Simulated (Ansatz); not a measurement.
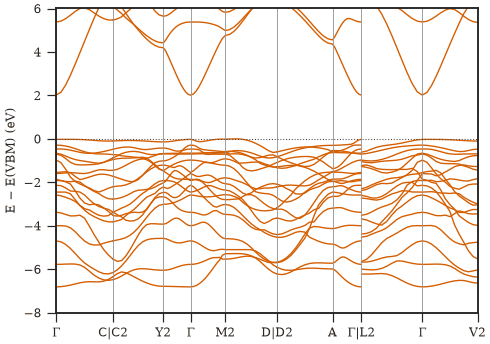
Figure. Band structure from DFT-PBE in the program Ansatz with PAW potentials

**Question.** Read off the gap and where the band edges lie.

**Answer.** About 2.0 eV (2.01 eV by a search for the band edges); maximum on the M2–D line, 19 % of the way from M2, minimum at Γ.

The material is Ga2O3 in space group C2/m (No. 12; Pearson symbol mS20).

The cell was relaxed with PBE under the symmetry of its start. Spin–orbit coupling is left out wherever it is not named.

Potentials: the earlier of the program's two PAW sets.
